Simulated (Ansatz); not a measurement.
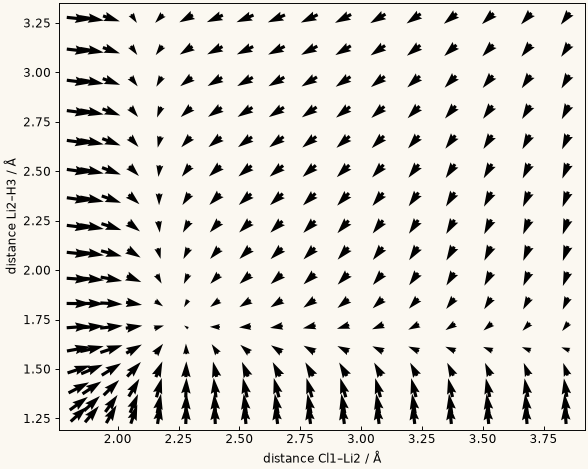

The system Cl⁻ + LiH. Coordinates scanned: (1) distance Cl1–Li2; (2) distance Li2–H3. Nothing is relaxed (the angle Cl1–Li2–H3 is fixed at 90 degrees). The grid has 17 × 17 points. Points are written as (first, second). The restricted reference is unstable at some or all points, so the energies there are unreliable. Method: RHF-MP2, frozen core/aug-cc-pVTZ (Ansatz 0.2.0).

Drawn: arrows along the force (downhill), their lengths compressed.

> The arrows alone are given. Where is the energy lowest?

The arrows converge at about (2.253 Å, 1.735 Å) (read from the interpolated surface).

The energy map of the same scan:

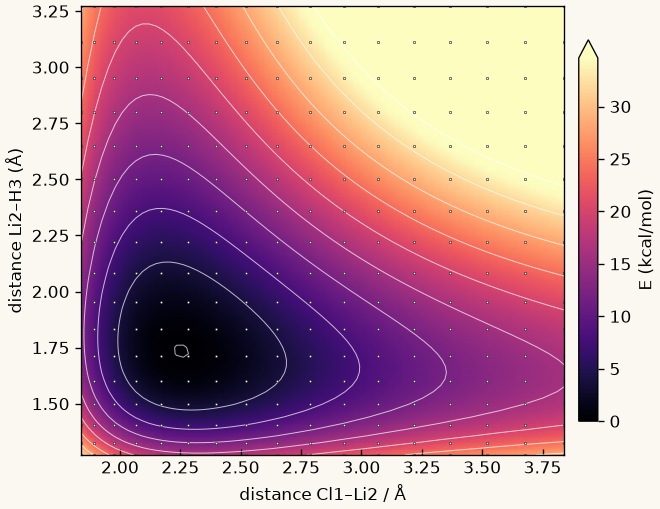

Energies are in kcal/mol, from the lowest grid point; between grid points the surface is interpolated.
